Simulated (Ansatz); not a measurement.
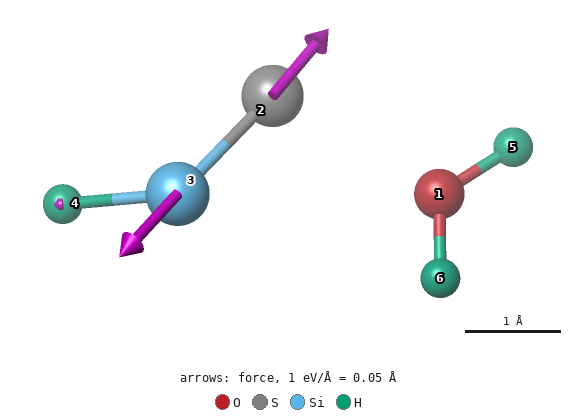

Starting geometry of SiH$_{3}$SO (charge +1) with the computed forces as purple arrows. A ball-and-stick model, seen at a tilt.

It is one of the separated reactants of a reaction.

The calculation used RKS PBE-D4/def2-SVP (Ansatz).

The input:
```yaml
crystal:
  periodic: [false, false, false]
  atoms:
    - {symbol: O, position_ang: [0.876031, 0.757246, -0.066616]}
    - {symbol: S, position_ang: [0.007581, -1.012269, -0.588141]}
    - {symbol: Si, position_ang: [-1.476442, -0.819556, 0.050005]}
    - {symbol: H, position_ang: [-1.851321, -2.011860, 0.724006]}
    - {symbol: H, position_ang: [1.752537, 0.908363, -0.453657]}
    - {symbol: H, position_ang: [0.377685, 1.393409, 0.469899]}
basis:
  gaussian: {orbitals: def2-SVP}
total_charge: 1
hamiltonian: {xc: pbe, dispersion: d4}
relax: {f_tol: 0.03, max_steps: 250}
```

Launched with:
```bash
ansatz run in.yaml --threads 2 --pin off --events-out ev --progress --plain --max-ram 4352MiB
```

Q: What follows when this structure is relaxed?

A: It isn't relaxed: the largest force vector, on S2, is 21.01 eV/Å. The final displacements run against the starting forces (cosine between the two patterns −0.62). The energy falls by 147.6 kcal/mol in 30 geometry steps. The largest force component goes from 19 to 0.014 eV/Å. The largest move after the best rigid fit is that of S2, 1.77 Å. Largest moves by element: S 1.77 Å, Si 1.33 Å, H 1.00 Å, O 0.23 Å. Some distances before and after: Si3–H4 1.420 → 2.564 Å, S2–H4 2.485 → 1.368 Å, O1–Si3 2.834 → 1.952 Å, O1–S2 2.039 → 2.905 Å. New bonds form: O1–Si3 (2.83 → 1.95 Å), S2–H4 (2.49 → 1.37 Å). Bonds break: Si3–H4 (1.42 → 2.56 Å). Among the angles between lasting bonds that change: H5–O1–H6 125.6° → 109.4°. The run took 10 s on 2 threads of AMD EPYC 9R45 96-Core (shared host).
